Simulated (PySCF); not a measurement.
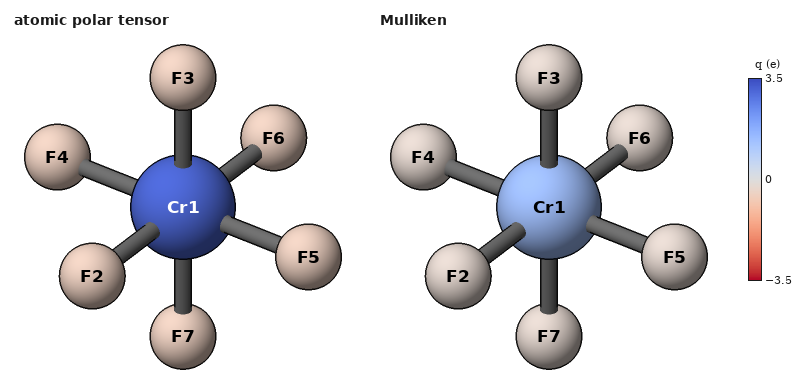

Atomic charges of one calculation by 2 schemes, on one colour scale. Charge 0, singlet. Computed geometry: PBE0/def2-SVP optimisation. Level of theory: PBE0/def2-SVP (PySCF 2.14.0).

Question: Which scheme gives the most polar picture (largest mean size of the charges)?

Answer: The atomic polar tensor charges are the largest in size here.

List the charges (e), one line for each set of equivalent atoms.

| atom | atomic polar tensor | Mulliken |
| --- | --- | --- |
| Cr1 | 3.02 | 1.32 |
| F2, F3, F4… | −0.50 | −0.22 |

The search tried a few shapes and spins; others may lie lower.
